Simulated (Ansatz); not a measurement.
# CH₇GaInN: geometry relaxation (part 2 of 2)

The same run, continued: CH₇GaInN, SMILES C[NH][GaH][InH2]; RKS PBE0-D4/def2-SVP (Ansatz 0.2.0). It belongs to a series of runs on one base structure; here: end point A relaxed.

Geometry of the input (Å):
```
C  -0.8659  1.3996  -0.0888
N  0.1714  1.0910  0.8860
Ga 1.1296  -0.4913  0.9702
In 0.3907  -2.2062  -0.9731
H  -0.6183  2.2806  -0.6919
H  -1.8394  1.5680  0.3858
H  -0.9688  0.5386  -0.7737
H  0.3044  1.8710  1.5222
H  2.1594  -0.4455  2.2409
H  1.2903  -2.4895  -2.4990
H  -1.1532  -3.1163  -0.9788
```

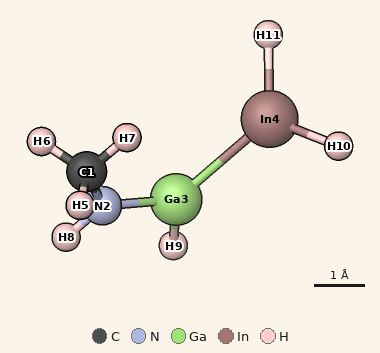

*The geometry at step 11 of the log (ball-and-stick view, seen at a tilt; atoms are numbered from 1 in the order of the input).*

### Trajectory as extended XYZ, continued
```
11
Properties=species:S:1:pos:R:3:forces:R:3 step=5 energy=-60174.15837
C    -0.8919    1.4850   -0.0782   -0.0145  -0.0227  -0.0259
N     0.1336    1.0691    0.8395    0.0460   0.0120   0.0578
Ga    1.0535   -0.5085    0.8994   -0.0670  -0.0048  -0.0890
In    0.4328   -2.2575   -0.9595   -0.0059   0.0215  -0.0007
H    -0.6113    2.3788   -0.6675   -0.0009  -0.0045   0.0078
H    -1.8534    1.7113    0.4213    0.0161   0.0013  -0.0033
H    -1.0992    0.6812   -0.8056   -0.0033   0.0094   0.0037
H     0.3497    1.7772    1.5352   -0.0015  -0.0193  -0.0092
H     2.0959   -0.5834    2.0740    0.0173   0.0100   0.0282
H     1.3920   -2.5054   -2.3969   -0.0010   0.0032   0.0248
H    -1.0015   -3.2479   -0.8616    0.0145  -0.0061   0.0058
11
Properties=species:S:1:pos:R:3:forces:R:3 step=6 energy=-60174.15949
C    -0.8933    1.5002   -0.0734   -0.0432   0.0203  -0.0331
N     0.1317    1.0724    0.8384    0.0287   0.0115   0.0410
Ga    1.0411   -0.5090    0.8813   -0.0350  -0.0253  -0.0386
In    0.4292   -2.2717   -0.9649   -0.0009  -0.0041   0.0090
H    -0.6087    2.3960   -0.6582   -0.0004  -0.0080   0.0071
H    -1.8514    1.7316    0.4304    0.0167  -0.0018  -0.0023
H    -1.1101    0.7030   -0.8053    0.0074   0.0074   0.0120
H     0.3551    1.7710    1.5415   -0.0109  -0.0113  -0.0229
H     2.0830   -0.5822    2.0580    0.0213  -0.0068   0.0169
H     1.4075   -2.5186   -2.3888   -0.0086   0.0032   0.0097
H    -0.9841   -3.2929   -0.8589    0.0249   0.0147   0.0012
11
Properties=species:S:1:pos:R:3:forces:R:3 step=7 energy=-60174.15991
C    -0.8970    1.5144   -0.0706   -0.0304   0.0132  -0.0222
N     0.1282    1.0739    0.8356    0.0167   0.0080   0.0250
Ga    1.0263   -0.5138    0.8729    0.0043  -0.0041  -0.0051
In    0.4359   -2.2850   -0.9657   -0.0158  -0.0095  -0.0016
H    -0.6062    2.4086   -0.6548    0.0039  -0.0083   0.0072
H    -1.8498    1.7554    0.4387    0.0151  -0.0048  -0.0004
H    -1.1256    0.7209   -0.8026    0.0067   0.0084   0.0111
H     0.3624    1.7676    1.5400   -0.0167  -0.0057  -0.0210
H     2.0722   -0.5909    2.0485    0.0036  -0.0053   0.0043
H     1.4148   -2.5259   -2.3887    0.0007   0.0035   0.0015
H    -0.9612   -3.3253   -0.8533    0.0120   0.0044   0.0013
11
Properties=species:S:1:pos:R:3:forces:R:3 step=8 energy=-60174.16003
C    -0.8972    1.5181   -0.0713   -0.0099   0.0020  -0.0070
N     0.1273    1.0740    0.8346    0.0113   0.0004   0.0129
Ga    1.0238   -0.5151    0.8705    0.0003   0.0038   0.0071
In    0.4336   -2.2888   -0.9646   -0.0055  -0.0023  -0.0013
H    -0.6039    2.4123   -0.6537    0.0023  -0.0042   0.0030
H    -1.8489    1.7602    0.4389    0.0069  -0.0025  -0.0007
H    -1.1269    0.7259   -0.8040    0.0021   0.0047   0.0037
H     0.3617    1.7665    1.5396   -0.0089   0.0013  -0.0103
H     2.0706   -0.5956    2.0462   -0.0028  -0.0011  -0.0024
H     1.4143   -2.5186   -2.3880   -0.0016  -0.0016  -0.0046
H    -0.9544   -3.3389   -0.8482    0.0057  -0.0004  -0.0004
11
Properties=species:S:1:pos:R:3:forces:R:3 step=9 energy=-60174.16011
C    -0.8962    1.5208   -0.0722    0.0120  -0.0061   0.0097
N     0.1266    1.0752    0.8355    0.0019  -0.0126  -0.0068
Ga    1.0205   -0.5157    0.8715    0.0004   0.0143   0.0098
In    0.4315   -2.2890   -0.9644    0.0081  -0.0048  -0.0007
H    -0.5999    2.4144   -0.6535   -0.0008   0.0024  -0.0028
H    -1.8475    1.7640    0.4375   -0.0055   0.0019  -0.0012
H    -1.1256    0.7290   -0.8049   -0.0028  -0.0015  -0.0051
H     0.3596    1.7682    1.5399    0.0024   0.0069   0.0063
H     2.0676   -0.5992    2.0473   -0.0079  -0.0007  -0.0066
H     1.4059   -2.5131   -2.3929    0.0015   0.0046  -0.0065
H    -0.9427   -3.3546   -0.8437   -0.0094  -0.0043   0.0040
11
Properties=species:S:1:pos:R:3:forces:R:3 step=10 energy=-60174.16019
C    -0.8944    1.5215   -0.0738    0.0220  -0.0075   0.0173
N     0.1261    1.0752    0.8364   -0.0060  -0.0177  -0.0193
Ga    1.0180   -0.5168    0.8730    0.0035   0.0110   0.0073
In    0.4311   -2.2911   -0.9638    0.0089   0.0083  -0.0001
H    -0.5955    2.4148   -0.6541   -0.0031   0.0064  -0.0061
H    -1.8462    1.7653    0.4341   -0.0130   0.0047  -0.0015
H    -1.1226    0.7301   -0.8070   -0.0047  -0.0059  -0.0096
H     0.3573    1.7688    1.5405    0.0099   0.0082   0.0158
H     2.0642   -0.6024    2.0492   -0.0068   0.0003  -0.0033
H     1.3976   -2.5005   -2.4005   -0.0032   0.0007  -0.0012
H    -0.9357   -3.3649   -0.8338   -0.0075  -0.0086   0.0005
11
Properties=species:S:1:pos:R:3:forces:R:3 step=11 energy=-60174.16028
C    -0.8917    1.5219   -0.0758    0.0225  -0.0039   0.0184
N     0.1258    1.0752    0.8376   -0.0138  -0.0134  -0.0256
Ga    1.0160   -0.5174    0.8755    0.0047   0.0018   0.0036
In    0.4299   -2.2919   -0.9625    0.0056   0.0104  -0.0026
H    -0.5904    2.4149   -0.6551   -0.0038   0.0070  -0.0066
H    -1.8449    1.7663    0.4292   -0.0141   0.0049  -0.0011
H    -1.1183    0.7308   -0.8098   -0.0036  -0.0077  -0.0093
H     0.3552    1.7693    1.5419    0.0127   0.0060   0.0175
H     2.0601   -0.6047    2.0529   -0.0032   0.0000   0.0007
H     1.3848   -2.4857   -2.4098   -0.0062  -0.0003   0.0049
H    -0.9266   -3.3787   -0.8242   -0.0007  -0.0049   0.0000
11
Properties=species:S:1:pos:R:3:forces:R:3 step=12 energy=-60174.16039
C    -0.8857    1.5234   -0.0802    0.0167   0.0043   0.0164
N     0.1251    1.0747    0.8398   -0.0282   0.0059  -0.0298
Ga    1.0107   -0.5195    0.8809    0.0080  -0.0137  -0.0044
In    0.4263   -2.2916   -0.9610   -0.0006  -0.0046  -0.0071
H    -0.5790    2.4162   -0.6573   -0.0034   0.0040  -0.0039
H    -1.8421    1.7698    0.4181   -0.0087   0.0022  -0.0006
H    -1.1092    0.7336   -0.8166    0.0007  -0.0078  -0.0045
H     0.3517    1.7688    1.5452    0.0122  -0.0011   0.0131
H     2.0495   -0.6108    2.0619    0.0027  -0.0011   0.0068
H     1.3555   -2.4523   -2.4308   -0.0178   0.0000   0.0198
H    -0.9028   -3.4123   -0.7999    0.0184   0.0117  -0.0059
11
Properties=species:S:1:pos:R:3:forces:R:3 step=13 energy=-60174.16046
C    -0.8844    1.5241   -0.0815    0.0130   0.0019   0.0122
N     0.1251    1.0746    0.8398   -0.0256   0.0094  -0.0248
Ga    1.0105   -0.5196    0.8825    0.0082  -0.0150   0.0030
In    0.4270   -2.2926   -0.9575   -0.0117  -0.0047  -0.0192
H    -0.5768    2.4172   -0.6579   -0.0021   0.0015  -0.0015
H    -1.8417    1.7704    0.4152   -0.0043   0.0004  -0.0003
H    -1.1067    0.7344   -0.8187    0.0011  -0.0047  -0.0026
H     0.3510    1.7683    1.5459    0.0103  -0.0027   0.0090
H     2.0476   -0.6119    2.0653    0.0011   0.0015   0.0042
H     1.3445   -2.4443   -2.4352   -0.0092   0.0003   0.0182
H    -0.8961   -3.4207   -0.7980    0.0191   0.0120   0.0019
11
Properties=species:S:1:pos:R:3:forces:R:3 step=14 energy=-60174.16056
C    -0.8830    1.5249   -0.0829    0.0080  -0.0016   0.0075
N     0.1249    1.0739    0.8392   -0.0178   0.0150  -0.0126
Ga    1.0100   -0.5207    0.8833    0.0048  -0.0093   0.0057
In    0.4254   -2.2912   -0.9572   -0.0069  -0.0106  -0.0143
H    -0.5748    2.4188   -0.6579   -0.0005  -0.0013   0.0010
H    -1.8415    1.7707    0.4123    0.0008  -0.0014  -0.0006
H    -1.1042    0.7360   -0.8215    0.0012  -0.0007  -0.0006
H     0.3508    1.7665    1.5466    0.0055  -0.0036   0.0026
H     2.0448   -0.6139    2.0682   -0.0013   0.0026   0.0002
H     1.3360   -2.4364   -2.4389   -0.0059   0.0012   0.0095
H    -0.8882   -3.4285   -0.7913    0.0122   0.0099   0.0015
11
Properties=species:S:1:pos:R:3:forces:R:3 step=15 energy=-60174.16064
C    -0.8794    1.5263   -0.0861    0.0001  -0.0048   0.0009
N     0.1243    1.0726    0.8390   -0.0082   0.0193   0.0013
Ga    1.0073   -0.5232    0.8864    0.0047  -0.0037   0.0044
In    0.4238   -2.2906   -0.9566   -0.0046  -0.0119  -0.0085
H    -0.5688    2.4214   -0.6581    0.0009  -0.0041   0.0040
H    -1.8404    1.7710    0.4051    0.0063  -0.0030  -0.0012
H    -1.0973    0.7389   -0.8276    0.0017   0.0041   0.0023
H     0.3490    1.7636    1.5485   -0.0004  -0.0053  -0.0050
H     2.0377   -0.6174    2.0753   -0.0033   0.0028  -0.0021
H     1.3147   -2.4165   -2.4514   -0.0045   0.0008   0.0055
H    -0.8709   -3.4462   -0.7745    0.0073   0.0058  -0.0016
11
Properties=species:S:1:pos:R:3:forces:R:3 step=16 energy=-60174.16068
C    -0.8766    1.5275   -0.0882   -0.0040  -0.0045  -0.0021
N     0.1240    1.0724    0.8391   -0.0013   0.0142   0.0064
Ga    1.0054   -0.5244    0.8886    0.0008  -0.0015   0.0011
In    0.4219   -2.2910   -0.9560   -0.0002  -0.0099  -0.0034
H    -0.5645    2.4238   -0.6574    0.0008  -0.0039   0.0042
H    -1.8394    1.7708    0.4001    0.0064  -0.0025  -0.0016
H    -1.0916    0.7415   -0.8321    0.0018   0.0053   0.0030
H     0.3476    1.7624    1.5502   -0.0023  -0.0044  -0.0071
H     2.0326   -0.6185    2.0802   -0.0024   0.0009  -0.0027
H     1.2988   -2.4035   -2.4598   -0.0031   0.0018   0.0034
H    -0.8581   -3.4610   -0.7647    0.0034   0.0045  -0.0011
11
Properties=species:S:1:pos:R:3:forces:R:3 step=17 energy=-60174.16069
C    -0.8739    1.5284   -0.0904   -0.0069  -0.0034  -0.0049
N     0.1239    1.0721    0.8391    0.0057   0.0054   0.0094
Ga    1.0034   -0.5259    0.8904   -0.0019  -0.0002   0.0004
In    0.4206   -2.2929   -0.9546   -0.0003  -0.0006  -0.0010
H    -0.5604    2.4262   -0.6565    0.0003  -0.0029   0.0036
H    -1.8386    1.7699    0.3951    0.0050  -0.0015  -0.0018
H    -1.0857    0.7440   -0.8369    0.0016   0.0055   0.0032
H     0.3464    1.7610    1.5514   -0.0034  -0.0023  -0.0076
H     2.0277   -0.6198    2.0844   -0.0008   0.0000  -0.0020
H     1.2835   -2.3885   -2.4675   -0.0025  -0.0014   0.0026
H    -0.8468   -3.4746   -0.7545    0.0031   0.0013  -0.0019
```

### Results in brief

- outcome: converged
- total energy: −60174.1607 eV
- mean-field energy: −60173.9644 eV
- largest force (length of the vector) at the end: 0.012 eV/Å
- hardware: 2 threads of Arm Neoverse V2, 24 GiB of memory available, shared host
- wall time: 68 s (CPU time 2.2 min)
- peak memory: 0.33 GiB
